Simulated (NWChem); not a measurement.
# CH7FSi2 (SMILES F[SiH2]C[SiH3]): levels of theory compared

We compute a comparison of 6 runs (HF/STO-3G, HF/3-21G, M06-2X/6-31G*, PBE0/6-31G*, B3LYP/6-31G*, CCSD(T)/6-31G*) of CH7FSi2. 

The results are computed with NWChem 7.3.0.

1 further run of the same task is left out (set aside as unsound or not needed). Runs told in other sessions of the task aren't counted.

### 1 The molecule

CH7FSi2 has 11 atoms, charge 0, and is taken as a singlet. As SMILES, `F[SiH2]C[SiH3]`. The shape is that of a PBE0-D4/def2-TZVP optimisation. This is one conformer, not always the lowest.

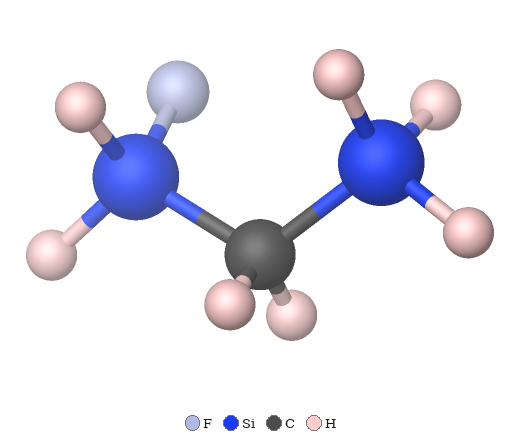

The structure, seen from a chosen angle (fluorine light blue, silicon blue, carbon dark grey, hydrogen pink).

### 2 Energy and forces at HF/STO-3G (run 1)

The input, mol.nw:

```
start mol
memory total 2200 mb

geometry noautosym nocenter noautoz
 F       -1.629100       1.667400       0.202000
 Si      -0.069200       1.498400       0.534400
 C        0.349200      -0.305900       0.605500
 Si      -0.157200      -1.306900      -0.899700
 H        0.694000       2.172900      -0.545000
 H        0.175700       2.177500       1.831400
 H        1.437100      -0.385200       0.722600
 H       -0.101300      -0.751100       1.498900
 H       -1.636400      -1.388400      -0.995700
 H        0.369900      -0.665700      -2.134100
 H        0.392600      -2.686000      -0.812200
end

basis spherical bse
 * library STO-3G
end

scf
 thresh 1e-08
 maxiter 80
 noprint "final vectors analysis"
end

task scf gradient
```

Command:

```console
$ nwchem mol.nw > mol.out
```

The log of the run:

```text
[...]
  functions       =    35
[...]
  wavefunction    = RHF
[...]
         Total SCF energy =   -710.760954078775
      One-electron energy =  -1435.510437845330
      Two-electron energy =    501.424986314065
 Nuclear repulsion energy =    223.324497452490
        Time for solution =      2.1s
[...]
                         RHF ENERGY GRADIENTS
    atom               coordinates                        gradient
                 x          y          z           x          y          z
   1 F      -3.078553   3.150929   0.381725    0.015187  -0.001542   0.003790
   2 Si     -0.130769   2.831565   1.009870   -0.027941  -0.028847  -0.007371
   3 C       0.659892  -0.578067   1.144229   -0.008305   0.007938  -0.002530
   4 Si     -0.297065  -2.469683  -1.700186    0.005886   0.015297   0.021531
   5 H       1.311470   4.106186  -1.029901    0.013951   0.014125  -0.023653
   6 H       0.332025   4.114878   3.460844    0.002049   0.014601   0.027096
   7 H       2.715725  -0.727922   1.365516    0.013263   0.001331  -0.000553
   8 H      -0.191429  -1.419373   2.832510   -0.006338  -0.004536   0.009384
   9 H      -3.092348  -2.623696  -1.881600   -0.032360  -0.001986  -0.001874
  10 H       0.699010  -1.257991  -4.032864    0.012146   0.014471  -0.027700
  11 H       0.741906  -5.075804  -1.534835    0.012460  -0.030853   0.001880
[...]
```

Wall time 3.3 s (1 thread of Intel Xeon Platinum 8488C (Sapphire Rapids), shared host); peak memory 0.099 GiB.

### 3 Energy and gradient at HF/3-21G (run 2)

The input, run.py:

```python
from ase import Atoms
from ase.calculators.nwchem import NWChem

system = Atoms(['F', 'Si', 'C', 'Si', 'H', 'H', 'H', 'H', 'H', 'H', 'H'], positions=[
    [-1.629100, 1.667400, 0.202000],
    [-0.069200, 1.498400, 0.534400],
    [0.349200, -0.305900, 0.605500],
    [-0.157200, -1.306900, -0.899700],
    [0.694000, 2.172900, -0.545000],
    [0.175700, 2.177500, 1.831400],
    [1.437100, -0.385200, 0.722600],
    [-0.101300, -0.751100, 1.498900],
    [-1.636400, -1.388400, -0.995700],
    [0.369900, -0.665700, -2.134100],
    [0.392600, -2.686000, -0.812200],
])

calc = NWChem(
    label='struct',
    theory='scf',
    memory='2200 mb',
    basis='3-21G',
    basispar='spherical bse',
    scf={'nopen': '0', 'rhf': None, 'thresh': '1e-08', 'maxiter': '80'},
)
system.calc = calc

forces = system.get_forces()
e = system.get_potential_energy()
print(f"E = {e:.6f} eV")
print("forces (eV/A):")
for s, f in zip(system.symbols, forces):
    print(f"{s:2s} {f[0]:10.5f} {f[1]:10.5f} {f[2]:10.5f}")
print("dipole (e A):", system.get_dipole_moment().round(4))
```

Command:

```console
$ export ASE_NWCHEM_COMMAND="nwchem PREFIX.nwi > PREFIX.nwo"
$ python run.py
```

The log of the run:

```text
E = -19469.019493 eV
forces (eV/A):
F    -1.40089    0.15961   -0.34741
Si    1.01348    0.82712    0.37667
C     0.59428   -0.21921    0.76197
Si   -0.21695   -0.55232   -0.51581
H     0.04186   -0.09415    0.05620
H     0.07806   -0.08886   -0.04247
H    -0.26128   -0.06921    0.04232
H     0.17648    0.06202   -0.21443
H    -0.03430   -0.01882   -0.04011
H    -0.00118    0.02854   -0.05281
H     0.01039   -0.03476   -0.02412
dipole (e A): [ 0.407  -0.1448  0.1819]
```

The calculator wrote struct.nwi:

```
title "struct"

permanent_dir struct

scratch_dir struct

start struct

geometry units angstrom nocenter noautosym noautoz
  F  -1.6291000000000000e+00 1.6674000000000000e+00 2.0200000000000001e-01
  Si -6.9199999999999998e-02 1.4984000000000000e+00 5.3439999999999999e-01
  C  3.4920000000000001e-01 -3.0590000000000001e-01 6.0550000000000004e-01
  Si -1.5720000000000001e-01 -1.3069000000000000e+00 -8.9970000000000006e-01
  H  6.9399999999999995e-01 2.1728999999999998e+00 -5.4500000000000004e-01
  H  1.7570000000000000e-01 2.1775000000000002e+00 1.8313999999999999e+00
  H  1.4371000000000000e+00 -3.8519999999999999e-01 7.2260000000000002e-01
  H  -1.0130000000000000e-01 -7.5109999999999999e-01 1.4988999999999999e+00
  H  -1.6364000000000001e+00 -1.3884000000000001e+00 -9.9570000000000003e-01
  H  3.6990000000000001e-01 -6.6569999999999996e-01 -2.1341000000000001e+00
  H  3.9260000000000000e-01 -2.6859999999999999e+00 -8.1220000000000003e-01
end

memory 2200 mb

basis spherical bse noprint
   * library 3-21G
end

scf
  nopen 0
  rhf
  thresh 1e-08
  maxiter 80
end

task scf gradient
```

struct.nwo:

```text
Northwest Computational Chemistry Package (NWChem) 7.3.0
             --------------------------------------------------------

           Job information
           ---------------

    nwchem branch   = 7.3.0
    use scalapack   = T
    input           = struct.nwi
    prefix          = struct.
    data base       = struct/struct.db
    status          = startup
    nproc           =        1

           Memory information
           ------------------

    heap     =     72089600 doubles =      550.0 Mbytes
    stack    =     72089597 doubles =      550.0 Mbytes
    global   =    144179200 doubles =     1100.0 Mbytes (distinct from heap & stack)
    total    =    288358397 doubles =     2200.0 Mbytes
    verify   = yes
    hardfail = no

[... 142 lines left out ...]
 Convergence threshold     :          1.000E-08
[... 13 lines left out ...]
       Final RHF  results
[... 3 lines left out ...]
      One-electron energy =  -1436.692142760257
[... 1 line left out ...]
 Nuclear repulsion energy =    223.324497452490
[... 43 lines left out ...]
                       ROHF Final Molecular Orbital Analysis
[... 243 lines left out ...]
                         RHF ENERGY GRADIENTS

    atom               coordinates                        gradient
                 x          y          z           x          y          z
   1 F      -3.078553   3.150929   0.381725    0.027243  -0.003104   0.006756
   2 Si     -0.130769   2.831565   1.009870   -0.019709  -0.016085  -0.007325
   3 C       0.659892  -0.578067   1.144229   -0.011557   0.004263  -0.014818
[... 7 lines of this table left out ...]
  11 H       0.741906  -5.075804  -1.534835   -0.000202   0.000676   0.000469

                 ----------------------------------------
                 |  Time  |  1-e(secs)   |  2-e(secs)   |
                 ----------------------------------------
                 |  CPU   |       0.00   |       0.54   |
                 ----------------------------------------
                 |  WALL  |       0.00   |       0.54   |
                 ----------------------------------------

 Task  times  cpu:        3.3s     wall:        3.3s
 Total times  cpu:        3.3s     wall:        3.3s
```

Run time: 4.5 s. Hardware: 1 thread of Intel Xeon Platinum 8488C (Sapphire Rapids), shared host; peak memory 0.1 GiB.

Runs 3 to 5 aren't shown in full; the table further down has their settings and results.

### 4 The energy at CCSD(T)/6-31G(d) (spherical functions) (run 6)

The input, geom.nw:

```
START geom
memory total 2200 mb
GEOMETRY units angstrom noautosym nocenter noautoz
   F       -1.629100       1.667400       0.202000
   Si      -0.069200       1.498400       0.534400
   C        0.349200      -0.305900       0.605500
   Si      -0.157200      -1.306900      -0.899700
   H        0.694000       2.172900      -0.545000
   H        0.175700       2.177500       1.831400
   H        1.437100      -0.385200       0.722600
   H       -0.101300      -0.751100       1.498900
   H       -1.636400      -1.388400      -0.995700
   H        0.369900      -0.665700      -2.134100
   H        0.392600      -2.686000      -0.812200
END
BASIS spherical bse
   F library 6-31G*
   Si library 6-31G*
   C library 6-31G*
   H library 6-31G*
END
SCF
   nopen 0
   rhf
   thresh 1e-08
   maxiter 80
   print medium
END
CCSD
   freeze core 12
   maxiter 60
END
TASK ccsd(t) energy
```

Command:

```console
$ nwchem geom.nw > geom.out
```

The log of the run:

```text
[...]
  functions       =    78
[...]
  wavefunction    = RHF
[...]
         Total SCF energy =   -719.275557263192
      One-electron energy =  -1441.761318501891
      Two-electron energy =    499.161263786209
 Nuclear repulsion energy =    223.324497452490
        Time for solution =     15.4s
[...]
 Total MP2 energy:           -719.734120667193906
[...]
             energy      energy      error      ampl     ampl      Block
                                                time     time      time
[...]
 Total CCSD energy:           -719.780758383031980
[...]
 Total CCSD+T(CCSD) energy:           -719.793250173686488
[...]
 Total CCSD(T) energy:                -719.792205851538029
[...]
```

It took 1.7 min on 1 thread of Intel Xeon Platinum 8488C (Sapphire Rapids), shared host; peak memory 0.21 GiB.

### 5 Overview of the runs

```tsv
run	level	iteration cap	module	energy (Eh)	dipole moment (D) of the reference	largest force (eV/Å)	wall time
1	HF/STO-3G	80	scf	-710.760954	1.26	2.100	3.3 s
2	HF/3-21G	80	scf	-715.473276	2.25	1.452	4.5 s
3	M06-2X/6-31G* (spherical functions)	100	dft	-721.046050	1.85	0.364	60 s
4	PBE0/6-31G* (spherical functions)	100	dft	-720.764205	1.87	0.485	44 s
5	B3LYP/6-31G* (Cartesian functions)	100	dft	-721.207673	1.83	0.569	44 s
6	CCSD(T)/6-31G* (spherical functions)	80	ccsd(t)	-719.792206	–	–	1.7 min
```

### 6 What came out

```
                                           quantity          value
                                run 6: total energy  -719.79221 Eh
         run 6: HOMO energy (Hartree–Fock orbitals)      -11.97 eV
         run 6: LUMO energy (Hartree–Fock orbitals)        3.87 eV
       run 6: HOMO–LUMO gap (Hartree–Fock orbitals)       15.84 eV
run 6: correlation energy (12 core orbitals frozen)     -516.6 mEh
                              run 6: (T) correction     -11.45 mEh
```

In words: Over runs 1, 2, 3, 4, 5 the dipole moment (its size) runs from 1.26 D (HF/STO-3G) to 2.25 D (HF/3-21G). Over runs 2, 3, 4, 5 the HOMO–LUMO gap runs from 8.97 eV (B3LYP/6-31G*) to 16.29 eV (HF/3-21G). The two ends differ in method and basis. Totals of different functionals can't be ranked against each other. In run 1 the basis is minimal, so the values are rough. All runs together took 4.3 min, the longest 1.7 min.
